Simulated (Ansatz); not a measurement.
# C2H7NOSi: basis-set convergence

Aim: see how fast density functionals converge with the basis set for C2H7NOSi.

Computed with Ansatz 0.2.0, Gaussian basis. Level: one geometry, several basis sets.

Plan: PBE0-D4/def2-SVP; ωB97M-V/def2-SVP; PBE0-D4/def2-QZVPP; ωB97M-V/def2-QZVPP; the functionals' def2-TZVPP values are taken from earlier runs.

### Step 1. The geometry

All runs share one geometry, relaxed beforehand with PBE0-D4 in a triple-zeta def2 set.

SMILES `C=N[SiH](C)O`, 12 atoms, charge 0, spin multiplicity 1.

Atoms are counted from 1 here; the program's logs count them from 0.

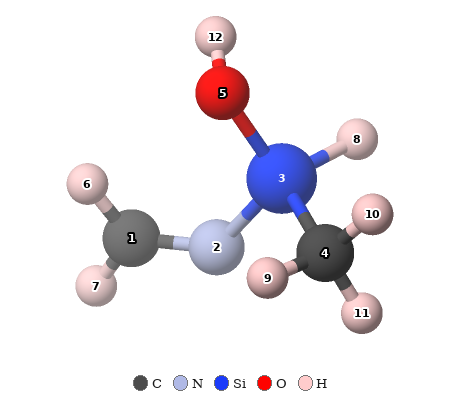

The geometry (carbon dark grey, nitrogen light blue, silicon blue, oxygen red, hydrogen pink); atoms are numbered from 1 in the order of the file.

### Step 2. PBE0-D4 in def2-SVP

Input file in.yaml:

```yaml
crystal:
  periodic: [false, false, false]
  atoms:
    - {symbol: C, position_ang: [-1.468938, 1.480850, 0.706738]}
    - {symbol: N, position_ang: [-1.270137, 0.511931, -0.068347]}
    - {symbol: Si, position_ang: [0.280702, -0.068261, -0.598813]}
    - {symbol: C, position_ang: [0.488799, -1.799916, 0.020623]}
    - {symbol: O, position_ang: [1.560252, 0.811246, -0.029645]}
    - {symbol: H, position_ang: [-0.666103, 2.096524, 1.141888]}
    - {symbol: H, position_ang: [-2.489151, 1.762745, 0.995129]}
    - {symbol: H, position_ang: [0.243556, 0.016273, -2.083362]}
    - {symbol: H, position_ang: [0.549708, -1.806196, 1.111797]}
    - {symbol: H, position_ang: [1.404746, -2.244093, -0.374637]}
    - {symbol: H, position_ang: [-0.358781, -2.419867, -0.278117]}
    - {symbol: H, position_ang: [1.802347, 1.603664, -0.509254]}
basis:
  gaussian: {orbitals: def2-SVP}
hamiltonian: {xc: pbe0, dispersion: d4}
output: {orbitals: {seedname: orbitals}}
```

Started as:

```
ansatz run in.yaml --threads 4 --pin off --events-out ev --progress --plain --max-ram 10444MiB
```

Output:

```text
Functional definition: PBE0
  name "PBE0"
  cite "Adamo & Barone, J. Chem. Phys. 110, 6158 (1999) doi:10.1063/1.478522"
  cite "Perdew, Burke & Ernzerhof, Phys. Rev. Lett. 77, 3865 (1996) doi:10.1103/PhysRevLett.77.3865"
  parent pbe
  parameter a = 0.25
  parameter kappa = 0.804
  parameter beta = 0.06672455060314922
  exchange = (1 - a)*pbe_x(kappa = kappa, mu = beta*pi^2/3) + a*exact_x
  correlation = pbe_c(beta = beta)
1233 factors; their error is unknown
mean field evaluation 1: about -13577.7539 eV, gradient 6.8e1 eV
mean field evaluation 2: about -13570.9691 eV, gradient 8.8e1 eV
mean field evaluation 4: about -13587.2091 eV, gradient 3.9e0 eV
mean field evaluation 8: about -13587.2428 eV, gradient 2.7e-1 eV
mean field evaluation 16: about -13587.2878 eV, gradient 1.5e-4 eV
mean field -13587.28776573 eV, -499.3236155960 hartree, gradient 1.7e-5 eV, S^2 0.000000; 0 other end points of the search recorded, 0 dependent functions left out
reference -13587.28779269 eV, -499.3236165868 hartree; 24, 24 occupied and 85, 85 virtual orbitals, 1233 factors
Total energy: -13587.49254678 eV, -499.3311411610 hartree
```

Run time: 0.8 s. Hardware: 4 threads of Intel Xeon 6975P-C, shared host; peak memory 0.25 GiB.

### Step 3. ωB97M-V in def2-SVP

Changes to in.yaml since step 2:

```diff
@@ -17,3 +17,3 @@
   gaussian: {orbitals: def2-SVP}
-hamiltonian: {xc: pbe0, dispersion: d4}
+hamiltonian: {xc: {name: wB97M-V}}
 output: {orbitals: {seedname: orbitals}}
```

The command is unchanged.

Output (excerpt; [...] marks lines left out):

```text
Functional definition: wB97M-V
  name "wB97M-V"
  cite "Mardirossian & Head-Gordon, J. Chem. Phys. 144, 214110 (2016) doi:10.1063/1.4952647"
  cite "Becke, J. Chem. Phys. 107, 8554 (1997) doi:10.1063/1.475007"
  cite "Vydrov & Van Voorhis, J. Chem. Phys. 133, 244103 (2010) doi:10.1063/1.3521275"
  # Of w^i u^j: cxij and so on, Table III.
[...]
  gx(w, u) = 1 - cx + cx01*u + cx10*w
  gss(w, u) = css00 + css04*u^4 + css10*w + css20*w^2 + css43*w^4*u^3
  gos(w, u) = cos00 + cos10*w + (cos20 + cos21*u)*w^2 + (cos60 + cos61*u)*w^6
[...]
      + integral(e_c_pw_mod_opposite_spin*gos(b97_w_opposite, b97_u_opposite)) + vv10(b, c)
1233 factors; their error is unknown
324 factors; integrals over basis functions are off by at most 9.8e-6 eV
[...]
mean field -13594.15131643 eV, -499.5758464319 hartree, gradient 8.2e-5 eV, S^2 0.000000; 0 other end points of the search recorded, 0 dependent functions left out
reference -13594.15136004 eV, -499.5758480346 hartree; 24, 24 occupied and 85, 85 virtual orbitals, 1233 factors
Total energy: -13594.15136004 eV, -499.5758480346 hartree
```

Wall time 2.1 s (4 threads of Intel Xeon 6975P-C, shared host); peak memory 0.35 GiB.

### Step 4. PBE0-D4 in def2-QZVPP

Changes to in.yaml since step 3:

```diff
@@ -16,4 +16,4 @@
 basis:
-  gaussian: {orbitals: def2-SVP}
-hamiltonian: {xc: {name: wB97M-V}}
+  gaussian: {orbitals: "def2-QZVPP.json"}
+hamiltonian: {xc: pbe0, dispersion: d4}
 output: {orbitals: {seedname: orbitals}}
```

Launched as before.

Output:

```text
Functional definition: PBE0
  name "PBE0"
  cite "Adamo & Barone, J. Chem. Phys. 110, 6158 (1999) doi:10.1063/1.478522"
  cite "Perdew, Burke & Ernzerhof, Phys. Rev. Lett. 77, 3865 (1996) doi:10.1103/PhysRevLett.77.3865"
  parent pbe
  parameter a = 0.25
  parameter kappa = 0.804
  parameter beta = 0.06672455060314922
  exchange = (1 - a)*pbe_x(kappa = kappa, mu = beta*pi^2/3) + a*exact_x
  correlation = pbe_c(beta = beta)
1518 factors; their error is unknown
mean field evaluation 1: about -13584.4274 eV, gradient 8.3e1 eV
mean field evaluation 2: about -13571.3861 eV, gradient 1.1e2 eV
mean field evaluation 4: about -13597.5307 eV, gradient 6.9e0 eV
mean field evaluation 8: about -13597.6292 eV, gradient 1.6e-1 eV
mean field evaluation 16: about -13597.6359 eV, gradient 1.4e-4 eV
mean field -13597.63590227 eV, -499.7039025997 hartree, gradient 2.3e-5 eV, S^2 0.000000; 0 other end points of the search recorded, 0 dependent functions left out
reference -13597.63594406 eV, -499.7039041357 hartree; 24, 24 occupied and 484, 484 virtual orbitals, 1518 factors
Total energy: -13597.84069816 eV, -499.7114287099 hartree
```

It took 7 s on 4 threads of Intel Xeon 6975P-C, shared host; peak memory 1.8 GiB.

### Step 5. ωB97M-V in def2-QZVPP

Changes to in.yaml since step 4:

```diff
@@ -17,3 +17,3 @@
   gaussian: {orbitals: "def2-QZVPP.json"}
-hamiltonian: {xc: pbe0, dispersion: d4}
+hamiltonian: {xc: {name: wB97M-V}}
 output: {orbitals: {seedname: orbitals}}
```

The command is unchanged.

Output (excerpt; [...] marks lines left out):

```text
Functional definition: wB97M-V
  name "wB97M-V"
  cite "Mardirossian & Head-Gordon, J. Chem. Phys. 144, 214110 (2016) doi:10.1063/1.4952647"
  cite "Becke, J. Chem. Phys. 107, 8554 (1997) doi:10.1063/1.475007"
  cite "Vydrov & Van Voorhis, J. Chem. Phys. 133, 244103 (2010) doi:10.1063/1.3521275"
  # Of w^i u^j: cxij and so on, Table III.
[...]
  gx(w, u) = 1 - cx + cx01*u + cx10*w
  gss(w, u) = css00 + css04*u^4 + css10*w + css20*w^2 + css43*w^4*u^3
  gos(w, u) = cos00 + cos10*w + (cos20 + cos21*u)*w^2 + (cos60 + cos61*u)*w^6
[...]
      + integral(e_c_pw_mod_opposite_spin*gos(b97_w_opposite, b97_u_opposite)) + vv10(b, c)
1498 factors; their error is unknown
404 factors; integrals over basis functions are off by at most 1.1e-5 eV
[...]
mean field -13604.74359735 eV, -499.9651055763 hartree, gradient 7.5e-5 eV, S^2 0.000000; 0 other end points of the search recorded, 0 dependent functions left out
reference -13604.74366419 eV, -499.9651080325 hartree; 24, 24 occupied and 484, 484 virtual orbitals, 1498 factors
Total energy: -13604.74366419 eV, -499.9651080325 hartree
```

Wall time 13 s (4 threads of Intel Xeon 6975P-C, shared host); peak memory 2.2 GiB.

### Step 6. Functionals by basis

The def2-TZVPP values come from earlier runs at the same geometry.

```csv
functional,basis,functions,energy (eV),from the largest (eV),HOMO (eV),LUMO (eV)
PBE0-D4,def2-SVP,109,-13587.4925,10.348,-6.87,-0.56
PBE0-D4,def2-TZVPP,264,-13597.2287,0.612,-7.02,-0.79
PBE0-D4,def2-QZVPP,508,-13597.8407,0.000,-7.05,-0.86
ωB97M-V,def2-SVP,109,-13594.1514,10.592,-9.21,1.77
ωB97M-V,def2-TZVPP,264,-13604.1664,0.577,-9.38,1.41
ωB97M-V,def2-QZVPP,508,-13604.7437,0.000,-9.42,1.22
```

### Step 7. What came out

| quantity | value |
| --- | --- |
| PBE0-D4: double and triple zeta above quadruple | 10.35, 0.61 eV |
| ωB97M-V: double and triple zeta above quadruple | 10.59, 0.58 eV |

PBE0-D4 gains 9.74 eV from double to triple zeta, then 0.61 eV more. These are total energies; as a rule much of such shifts cancels in differences, which this series doesn't test. The LUMO of ωB97M-V is positive and keeps falling with the basis (1.77 to 1.22 eV): an unbound level that the basis holds in place.

For PBE0-D4 the largest set took about 9 times as long as the smallest (7 s against 0.8 s).
